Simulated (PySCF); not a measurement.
Consider C5H8F3NSi (SMILES C#CCN[SiH2]CC(F)(F)F).

Input

```
{"job": {"kind": "nmr", "xc": "PBE0", "basis": "pcSseg-1"}, "charge": 0, "multiplicity": 1}
C      4.259493     0.293057    -0.679982
C      3.294527    -0.238017    -0.212130
C      2.083478    -0.808781     0.349436
N      0.931399     0.010309     0.033749
Si    -0.641645    -0.629186    -0.154101
C     -1.655911     0.877740    -0.732693
C     -3.072000     0.458654    -0.917758
F     -3.653158     0.064721     0.229992
F     -3.860881     1.439757    -1.404200
F     -3.207548    -0.571768    -1.771560
H      5.121706     0.730557    -1.087380
H      2.214711    -0.921123     1.436484
H      1.917112    -1.802493    -0.072827
H      1.074607     0.974029     0.297669
H     -0.597987    -1.639994    -1.211279
H     -1.270245    -1.184208     1.054733
H     -1.648518     1.693626    -0.013155
H     -1.297899     1.259437    -1.686175
```

Run with:

```sh
OMP_NUM_THREADS=1 python probes_run.py task.json out
```

Geometry: GFN2-xTB.

The calculation used PySCF 2.14.0, PBE0/pcSseg-1, SCF density, gas phase, non-relativistic.

**Predict the electron density and electron localisation function between the atoms.**

C–F (1.35 Å): ρ at the midpoint is about 2.3 e/Å³, with its minimum of 1.9 e/Å³ about 0.5 Å from C; the ELF peaks at about 0.85 between the atoms, as expected for a polar covalent bond.
C–N (1.45 Å): ρ is about 1.9 e/Å³ halfway; the ELF peaks at about 0.90 between the atoms, as expected for localised, covalent bonding.
Si–N (1.71 Å): the density is about 1.1 e/Å³ at the midpoint; the ELF peaks at about 0.90 between the atoms, as expected for a polar covalent bond.
C–Si (1.91 Å): ρ at the midpoint is about 0.91 e/Å³; the ELF peaks at about 0.95 between the atoms (localised, covalent bonding).

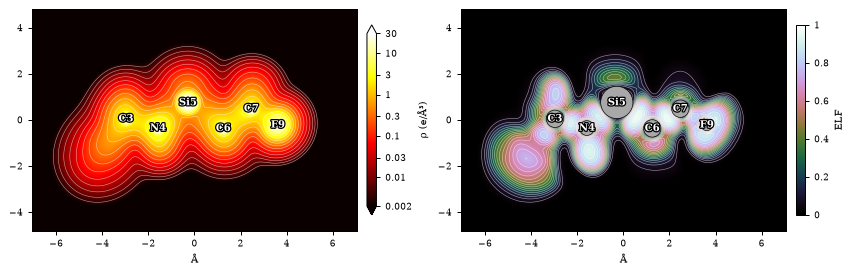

Computed electron density and electron localisation function on the plane of atoms N4, Si5 and C6, in this order. Grey discs cover the atomic cores in the ELF map. 
